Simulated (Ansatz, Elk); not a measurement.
# How far do independent atoms describe Li2Cu?

The structure of Li2Cu used here is made up (a known structure type with other elements) and was relaxed beforehand with PBE. The aim is the Fourier transform of its all-electron density, F(hkl), set beside the sum over free spherical atoms that refinements use.

Calculated with Elk 11.2.3 (patched build); DFT, PBE, all-electron APW+lo, Dirac cores, scalar-relativistic bands, static density, no spin.

The structure was built from a prototype and need not be the compound's stable phase.

**1. Starting point**

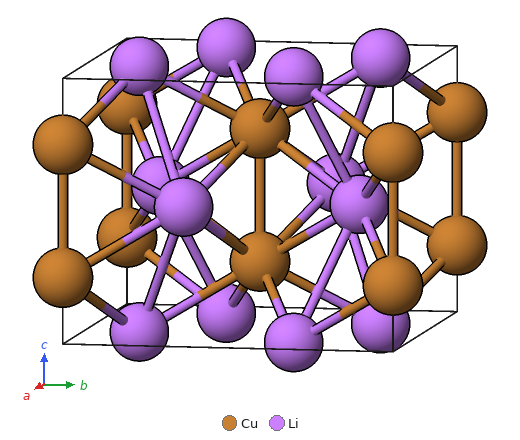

Start, viewed slightly off an axis; copper orange, lithium purple. This picture shows the conventional cell, with its axes. Some periodic images of atoms are drawn too.

**2. Ground state and structure factors**

An all-electron density is needed, since X-rays see the cores too. Task 0 finds the density and task 195 Fourier-transforms it; tshift is off so that phases refer to the origin typed.

Contents of elk.in:

```
tasks
  0
  195

xctype
  20

spinpol
  .false.

rgkmax
  7.0

gmaxvr
  14.0

lmaxo
  7

lmaxapw
  8

swidth
  0.002

tshift
  .false.

ramdisk
  .false.

hmaxvr
  5.5

maxscl
  120

epspot
  1e-06

sppath
  './'

avec
  -5.87703403042 5.87703403042 4.67806227353
  5.87703403042 -5.87703403042 4.67806227353
  5.87703403042 5.87703403042 -4.67806227353

atoms
  2
  'Cu.in'
  2
  0.7500000000 0.7500000000 -0.0000000000   0.000000 0.000000 0.000000
  0.2500000000 0.2500000000 -0.0000000000   0.000000 0.000000 0.000000
  'Li.in'
  4
  0.8331060952 0.6668939048 0.5000000000   0.000000 0.000000 0.000000
  0.3331060952 0.8331060952 0.1662121905   0.000000 0.000000 0.000000
  0.1668939048 0.3331060952 0.5000000000   0.000000 0.000000 0.000000
  0.6668939048 0.1668939048 0.8337878095   0.000000 0.000000 0.000000

ngridk
  6 6 6
```

On the command line:

```
> OMP_NUM_THREADS=4 elk
```

Numbers of over 12 decimals in the logs are rounded to 6 here.

What it wrote:

```text
┌─────────────────────────┐
│ Elk code version 11.2.3 │
└─────────────────────────┘

All units are atomic (Hartree, Bohr, etc.)

┌─────────────────────────────────────────────────┐
│ Ground-state run starting from atomic densities │
└─────────────────────────────────────────────────┘

Lattice vectors :
  -5.877034030       5.877034030       4.678062274
   5.877034030      -5.877034030       4.678062274
   5.877034030       5.877034030      -4.678062274

Reciprocal lattice vectors :
  0.7225031947E-17  0.5345541029      0.6715585364
  0.5345541029      0.7225031947E-17  0.6715585364
  0.5345541029      0.5345541029     -0.1487551387E-16

Unit cell volume      :    646.3122701
Brillouin zone volume :   0.3837931367

Muffin-tin inner radius fraction :   0.1000000000E-01

Nuclei treated as point charges

Species : 1 (Cu)
 parameters loaded from : Cu.in
 name : copper
 nuclear charge    :   -29.00000000
 electronic charge :    29.00000000
 atomic mass :    115837.2717
 muffin-tin radius :    2.314031137
 number of radial points in muffin-tin :    993
 inner part over the whole radius :   0.9999882913E-02
 number on inner part of muffin-tin    :    701
 approximate nuclear radius :   0.7406004541E-04
 number of mesh points to nuclear radius :    337
 atomic positions (lattice), magnetic fields (Cartesian) :
  1 :  -0.25000000 -0.25000000  0.00000000    0.00000000  0.00000000  0.00000000
  2 :   0.25000000  0.25000000  0.00000000    0.00000000  0.00000000  0.00000000

Species : 2 (Li)
 parameters loaded from : Li.in
 name : lithium
 nuclear charge    :   -3.000000000
 electronic charge :    3.000000000
 atomic mass :    12652.66898
 muffin-tin radius :    1.800000000
 number of radial points in muffin-tin :    593
 inner part over the whole radius :   0.9806707936E-02
 number on inner part of muffin-tin    :    401
 approximate nuclear radius :   0.4000070961E-04
 number of mesh points to nuclear radius :    148
 atomic positions (lattice), magnetic fields (Cartesian) :
  1 :  -0.16689390 -0.33310610  0.50000000    0.00000000  0.00000000  0.00000000
  2 :   0.33310610 -0.16689390  0.16621219    0.00000000  0.00000000  0.00000000
  3 :   0.16689390  0.33310610  0.50000000    0.00000000  0.00000000  0.00000000
  4 :  -0.33310610  0.16689390 -0.16621219    0.00000000  0.00000000  0.00000000

Total number of atoms per unit cell :    6
Total muffin-tin volume :    201.5229927
 ratio of muffin-tin to unit cell volume :   0.3118043738

Spin treatment :
 spin-unpolarised

Number of Bravais lattice symmetries :   16
Number of crystal symmetries         :   16
Crystal has inversion symmetry
Real symmetric eigensolver will be used

k-point grid :      6     6     6
k-point offset :    0.000000000       0.000000000       0.000000000
k-point set is reduced with full crystal symmetry group
Total number of k-points :       30

Muffin-tin radius times maximum |G+k| :    7.000000000
 using average radius
Maximum |G+k| for APW functions       :    3.550877483
Maximum (1/2)|G+k|²                   :    6.304365451
Maximum |G| for potential and density :    14.00000000
Constant for pseudocharge density :    8
 order of it for each species :   15  15
 order of it for pair densities of each species (exact exchange by exxq0 0: 16) :   13   7
Radial integration step length :    1

G-vector grid sizes :     45    45    45
Number of G-vectors :    29961

Maximum angular momentum used for
 APW functions            :    8
 outer part of muffin-tin :    7
 inner part of muffin-tin :    2

Total nuclear charge    :   -70.00000000
Total core charge       :    24.00000000
Total valence charge    :    46.00000000
Total excess charge     :    0.000000000
Total electronic charge :    70.00000000

Effective Wigner radius, rₛ :    1.301423318

Number of empty states         :     24
Total number of valence states :     48
Total number of core states    :     24

Third-order local-orbitals added for an l without core states : T
Total number of local-orbitals :     80

[...]
at k-point 30

Charges :
 core                        :    24.00000000
 valence                     :    46.00000000
 interstitial                :    6.609031739
 muffin-tins (core leakage)
  species : 1 (Cu)
   atom 1                    :    27.31479931     (  0.2790927330E-03)
   atom 2                    :    27.31479931     (  0.2790927330E-03)
  species : 2 (Li)
   atom 1                    :    2.190342409     (   0.000000000    )
   atom 2                    :    2.190342409     (   0.000000000    )
[...]
total in muffin-tins        :    63.39096826
 total calculated charge     :    69.99927012
 total charge                :    70.00000000
 error                       :   0.7298849616E-03

RMS change in Kohn-Sham potential (target) :    9.891511657     (  0.1000000000E-05)
Absolute change in total energy (target)   :    2.021834034     (  0.1000000000E-03)

[... loops 3 to 20 left out ...]

┌──────────────────┐
│ Loop number : 21 │
└──────────────────┘

Energies :
 Fermi                       :     0.82285868527211E-01
 sum of occupied eigenvalues :     -1917.5582810053
 electron kinetic            :      3396.5610666118
 core electron kinetic       :      2997.4618697751
 Coulomb                     :     -6593.9815129471
 Coulomb potential           :     -5128.7729922308
 nuclear-nuclear             :     -349.03101074778
 electron-nuclear            :     -7368.0783371129
 Hartree                     :      1123.1278349135
 Madelung                    :     -4029.5950168318
 xc potential                :     -185.34635538630
 exchange                    :     -139.65865575404
 correlation                 :     -3.078184
 electron entropic           :    -0.82221769530168E-03
 total energy                :     -3340.1581078489

Density of states at Fermi energy :    62.57126265
 (states/Hartree/unit cell)

Estimated indirect band gap :   0.3627193300E-02
 from k-point 16 to k-point 24
Estimated direct band gap   :   0.1911031158E-01
 at k-point 2

Charges :
 core                        :    24.00000000
 valence                     :    46.00000000
 interstitial                :    5.408855669
 muffin-tins (core leakage)
  species : 1 (Cu)
   atom 1                    :    28.00602773     (  0.2532446986E-03)
   atom 2                    :    28.00602773     (  0.2532446986E-03)
  species : 2 (Li)
[...]
total in muffin-tins        :    64.59114433
 total calculated charge     :    69.99929050
 total charge                :    70.00000000
 error                       :   0.7094961213E-03

RMS change in Kohn-Sham potential (target) :   0.3626021879E-06 (  0.1000000000E-05)
Absolute change in total energy (target)   :   0.3966716577E-05 (  0.1000000000E-03)

Convergence targets achieved

┌──────────────────┐
│ Loop number : 22 │
└──────────────────┘

Energies :
 Fermi                       :     0.82285872684311E-01
 sum of occupied eigenvalues :     -1917.5582846333
 electron kinetic            :      3396.5610758409
 core electron kinetic       :      2997.4618662851
 Coulomb                     :     -6593.9815265273
 Coulomb potential           :     -5128.7729798102
 nuclear-nuclear             :     -349.03101074778
 electron-nuclear            :     -7368.0783766497
 Hartree                     :      1123.1278608702
 Madelung                    :     -4029.5950366222
 xc potential                :     -185.34638066395
 exchange                    :     -139.65865706088
 correlation                 :     -3.078184
 electron entropic           :    -0.82221771718542E-03
 total energy                :     -3340.1581135221

Density of states at Fermi energy :    62.57126638
 (states/Hartree/unit cell)

Estimated indirect band gap :   0.3627190976E-02
 from k-point 16 to k-point 24
Estimated direct band gap   :   0.1911032016E-01
 at k-point 2

Charges :
 core                        :    24.00000000
 valence                     :    46.00000000
 interstitial                :    5.408855102
 muffin-tins (core leakage)
  species : 1 (Cu)
   atom 1                    :    28.00602805     (  0.2532446828E-03)
   atom 2                    :    28.00602805     (  0.2532446828E-03)
  species : 2 (Li)
[...]
atom 2                    :    2.144772197     (   0.000000000    )
   atom 3                    :    2.144772197     (   0.000000000    )
   atom 4                    :    2.144772197     (   0.000000000    )
 total in muffin-tins        :    64.59114490
 total calculated charge     :    69.99929050
 total charge                :    70.00000000
 error                       :   0.7094960943E-03

┌──────────────────────────────┐
│ Self-consistent loop stopped │
└──────────────────────────────┘

Warning : core states of species 1 leak from the muffin-tin :   0.2532446828E-03

Wrote STATE.OUT
```

Wall time 49 s (4 threads of Arm Neoverse V2, shared host); peak memory 0.18 GiB; 2.6 min of CPU time.

SFACRHO.OUT:

```text

h k l indices transformed by vhmat matrix:
   1.000000000       0.000000000       0.000000000    
   0.000000000       1.000000000       0.000000000    
   0.000000000       0.000000000       1.000000000    

      h      k      l  multipl.   |H|            Re(F)            Im(F)           |F|

      0      0      0      1   0.0000000       70.000000      0.31874301E-16   70.000000    
      0      0      1      4  0.75597366       51.123297      0.84087980E-15   51.123297    
     -1      0      0      8  0.85833499     -0.26160471E-10  0.28029327E-15  0.26160471E-10
      1     -1      1      4   1.0691082       45.677188      0.28029327E-15   45.677188    
     -1     -1      1      2   1.3431171      -39.249158      0.79312229E-15   39.249158    
      0      1      1      8   1.3710329       5.1349124     -0.16302995E-14   5.1349124    
      1     -2      0      8   1.3710329      -5.1349124     -0.19620529E-14   5.1349124    
      0      0     -2      4   1.5119473       45.966401      0.84087980E-15   45.966401    
      0     -2      1      8   1.5412526      -45.619611      0.90962614E-15   45.619611    
      1     -1      2      4   1.6904085       45.592821     -0.33635192E-14   45.592821    
      1     -1     -2      4   1.6904085       45.592821      0.84087980E-15   45.592821    
      2      0      0      8   1.7166700      -45.321999      0.28029327E-15   45.321999    
      1     -2      2      8   1.7385982      0.23800542E-10  0.74179175E-15  0.23800542E-10
     -1     -1      3      8   2.0223620      -37.465624      0.12613197E-14   37.465624    
     -3      2      0      8   2.0410086      0.31082186E-01  0.56058653E-15  0.31082186E-01
     -1      0     -2      8   2.0410086     -0.31082183E-01  0.18219062E-14  0.31082183E-01
      2      1     -2      8   2.0843862      0.31998837E-08  0.56058653E-15  0.31998837E-08
      2     -2      2      4   2.1382164       34.892141      0.56058653E-15   34.892141
```

Elk indexes on the primitive cell of elk.in and gives |H| = 4π sin θ/λ in inverse bohr. Below, one row stands for each form hkl of the conventional cell (m members, Friedel mates merged), F is for one primitive cell and the density is static (no thermal factor). Free-atom factors are Waasmaier and Kirfel's, and R is Σm||F|−|F'||/Σm|F|.

```
hkl   m  sin θ/λ (Å⁻¹)  abs F, DFT  neutral atoms   diff.
110   4          0.114      51.123         51.174  -0.050
101   8          0.129       0.000          0.000  +0.000
200   4          0.161      45.677         46.206  -0.529
002   2          0.202      39.249         39.985  -0.736
211  16          0.206       5.135          5.176  -0.041
220   4          0.227      45.966         46.756  -0.790
112   8          0.232      45.620         46.396  -0.776
310   8          0.254      45.593         46.310  -0.717
202   8          0.258      45.322         46.026  -0.704
301   8          0.261       0.000          0.000  +0.000
222   8          0.304      37.466         37.937  -0.471
321  16          0.307       0.031          0.022  +0.009
103   8          0.313       0.000          0.000  +0.000
400   4          0.322      34.892         35.326  -0.434
312  16          0.325      34.710         35.100  -0.390
330   4          0.341      30.900         31.210  -0.310
411  16          0.346       4.172          4.220  -0.048
213  16          0.352       4.127          4.157  -0.030
```

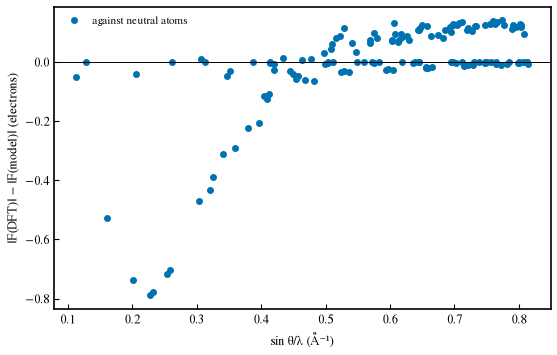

Difference between the calculated structure factors and the independent-atom ones.

**3. The highest occupied states alone**

An energy window below the Fermi level keeps the highest occupied states, to see at which angles they scatter; shallow core shells can lie inside it and anion s states outside. No new self-consistency is needed.

elk.in, as its differences from that of step 2:

```diff
@@ -1,3 +1,2 @@
 tasks
-  0
   195
@@ -40,2 +39,5 @@
 
+wsfac
+  -0.468950 0.382290
+
 sppath
```

On the command line:

```
> OMP_NUM_THREADS=4 elk
```

What it wrote:

```text
┌─────────────────────────────────┐
│ Elk code version 11.2.3 started │
└─────────────────────────────────┘

Info(readinput): the functional depends on the density's gradient
 muffin-tin radial points multiplied by    2.00000
 (not where nrmtscf is given)

┌────────────────────┐
│ Current task : 195 │
└────────────────────┘
Info(checkmt): changed muffin-tin radius of species 1 (Cu) from   2.4000 to   2.3140

Info(sfacrho): density structure factors written to SFACRHO.OUT

 Energy window :  -0.4689500000      0.3822900000

┌──────────────────┐
│ Elk code stopped │
└──────────────────┘
```

Wall time 7.8 s (4 threads); peak memory 0.16 GiB; 9.6 s of CPU time.

States within 15 eV below the Fermi level hold 26.00 electrons; any levels below the window count with the cores. Their amplitudes can exceed the total, where window and core parts have opposite phase:

```csv
hkl,sin θ/λ (Å⁻¹),"abs F, window","abs F, all"
110,0.114,18.061,51.123
101,0.129,0.000,0.000
200,0.161,15.365,45.677
002,0.202,13.301,39.249
211,0.206,0.075,5.135
220,0.227,12.054,45.966
112,0.232,11.871,45.620
310,0.254,10.964,45.593
202,0.258,10.816,45.322
301,0.261,0.000,0.000
```

**4. Another functional**

The difference from free atoms is small, so it is set against the change that LDA (Perdew-Wang) makes.

elk.in, as its differences from that of step 3:

```diff
@@ -1,2 +1,3 @@
 tasks
+  0
   195
@@ -4,3 +5,3 @@
 xctype
-  20
+  3
 
@@ -39,5 +40,2 @@
 
-wsfac
-  -0.468950 0.382290
-
 sppath
```

On the command line:

```
> OMP_NUM_THREADS=4 elk
```

What it wrote:

```text
┌─────────────────────────┐
│ Elk code version 11.2.3 │
└─────────────────────────┘

All units are atomic (Hartree, Bohr, etc.)

┌─────────────────────────────────────────────────┐
│ Ground-state run starting from atomic densities │
└─────────────────────────────────────────────────┘

Lattice vectors :
  -5.877034030       5.877034030       4.678062274
   5.877034030      -5.877034030       4.678062274
   5.877034030       5.877034030      -4.678062274

Reciprocal lattice vectors :
  0.7225031947E-17  0.5345541029      0.6715585364
[...]
atom 2                    :    28.02525687     (  0.2623585134E-03)
  species : 2 (Li)
[...]
atom 3                    :    2.145033952     (   0.000000000    )
   atom 4                    :    2.145033952     (   0.000000000    )
 total in muffin-tins        :    64.63064954
 total calculated charge     :    69.99925947
 total charge                :    70.00000000
 error                       :   0.7405252111E-03

┌──────────────────────────────┐
│ Self-consistent loop stopped │
└──────────────────────────────┘

Warning : core states of species 1 leak from the muffin-tin :   0.2623585134E-03

Wrote STATE.OUT
[key lines of the parts left out:]
total energy                :     -3334.6022554695
```

Wall time 29 s (4 threads); peak memory 0.16 GiB; 95 s of CPU time.

Against the first run R = 0.17 %; the largest change is -0.083 at 004.

**5. Basis size**

The basis and the expansions that go with it are enlarged, to see whether the differences are converged.

elk.in, as its differences from that of step 4:

```diff
@@ -5,3 +5,3 @@
 xctype
-  3
+  20
 
@@ -11,12 +11,12 @@
 rgkmax
-  7.0
+  8.5
 
 gmaxvr
-  14.0
+  18.0
 
 lmaxo
-  7
+  9
 
 lmaxapw
-  8
+  10
```

On the command line:

```
> OMP_NUM_THREADS=4 elk
```

What it wrote:

```text
┌─────────────────────────┐
│ Elk code version 11.2.3 │
└─────────────────────────┘

All units are atomic (Hartree, Bohr, etc.)

┌─────────────────────────────────────────────────┐
│ Ground-state run starting from atomic densities │
└─────────────────────────────────────────────────┘

Lattice vectors :
  -5.877034030       5.877034030       4.678062274
   5.877034030      -5.877034030       4.678062274
   5.877034030       5.877034030      -4.678062274

Reciprocal lattice vectors :
  0.7225031947E-17  0.5345541029      0.6715585364
[...]
atom 2                    :    28.00800283     (  0.2533734222E-03)
  species : 2 (Li)
[...]
atom 3                    :    2.144972028     (   0.000000000    )
   atom 4                    :    2.144972028     (   0.000000000    )
 total in muffin-tins        :    64.59589378
 total calculated charge     :    69.99954068
 total charge                :    70.00000000
 error                       :   0.4593207259E-03

┌──────────────────────────────┐
│ Self-consistent loop stopped │
└──────────────────────────────┘

Warning : core states of species 1 leak from the muffin-tin :   0.2533734222E-03

Wrote STATE.OUT
[key lines of the parts left out:]
total energy                :     -3340.1615673169
```

Run time: 2.5 min. Hardware: 4 threads; peak memory 0.42 GiB.

Against the first run R = 0.00 %; the largest change is +0.004 at 220.

**6. Settings against the effect**

```csv
run,R against the first run (%),"R against neutral atoms, low angle (%)",wall time
"PBE, rgkmax 7",0.00,1.38,49 s
LDA (Perdew-Wang),0.17,1.41,29 s
rgkmax 8.5 with larger expansions,0.00,1.38,2.5 min
```

**7. Results**

```
R against neutral atoms, sin θ/λ < 0.3 Å⁻¹ : 1.38 %
R against neutral atoms, 0.3 to 0.81 Å⁻¹   : 0.52 %
```

**Reading.** Independent neutral atoms miss the calculated amplitudes by R = 1.38 % below 0.3 Å⁻¹ and 0.52 % from there to 0.81 Å⁻¹; by shells, 0.10 % below 0.15 Å⁻¹ (1 form), 1.54 % 0.15 to 0.3 (7 forms), 0.70 % 0.3 to 0.45 (19 forms), 0.47 % above 0.45 (97 forms). Bonding, aspherical density and the tables' own atoms all enter these figures, and the runs don't part them. The largest change of an amplitude is -0.79 electrons, at 220. The window's part falls from 26.0 electrons at the origin to at most 5.02 between 0.45 and 0.81 Å⁻¹, where compact states inside the window still scatter. Below 0.3 Å⁻¹ the changes that finished (LDA (Perdew-Wang) and rgkmax 8.5 with larger expansions) move F by R = 0.06 % at most, against the 1.38 % that separates it from free atoms. The k-mesh has no finished test. These runs have no spin, though d or f shells may be open. Part of the difference isn't bonding: the tables are fits to free atoms and ions calculated by other methods than this functional. Thermal motion, anomalous dispersion and extinction are left out.

[Logs are printed without paths, hosts, clocks, repeated set-up lines and the standing remarks that a program may print on its own settings, such as how far it seeks lower states.]

[Hosts, paths, dates, database ids (printed as entryN), source tags and the programs' standing remarks are cut or masked in the printed files.]
